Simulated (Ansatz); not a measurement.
**GaCl (SMILES [Cl][Ga]): methods side by side**

GaCl: 2 atoms, total charge 0, spin state singlet. As SMILES, `[Cl][Ga]`. The shape is that of a PBE0-D4/def2-TZVP optimisation.

```xyz
2

Cl    0.0000    0.0000   -0.0236
Ga    0.0000    0.0000    2.1922
```

Each level gives the energy change with the Cl1–Ga2 bond stretched from 2.216 to 3.253 Å (eV). The values are calculated.

```tsv
level	kind	program	value (eV)
HF/STO-3G (restricted)	Hartree–Fock	Ansatz	3.72
SVWN5/STO-3G (restricted)	LDA	Ansatz	3.55
BLYP/STO-3G (restricted)	GGA	Ansatz	3.12
PBE/STO-3G (restricted)	GGA	Ansatz	3.26
B3LYP/STO-3G (restricted)	global hybrid	Ansatz	3.35
PBE0/STO-3G (restricted)	global hybrid	Ansatz	3.49
wB97X/STO-3G (restricted)	range-separated hybrid	Ansatz	3.70
MP2/STO-3G (restricted)	perturbation theory	Ansatz	3.61
```

All-electron rows without a relativistic Hamiltonian named are non-relativistic. The first shape isn't each level's own minimum. The values span 3.12 to 3.72 eV. All rows use very small basis sets, so even the best lies far from the true value. In the correlated wave-function rows the outer d shell of Ga is correlated, in sets not made for it.

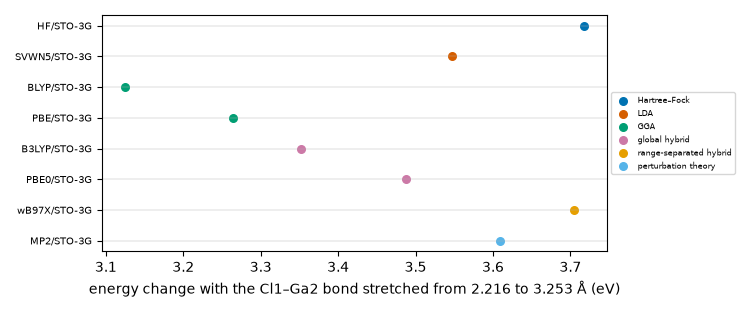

The values of the table, level by level.
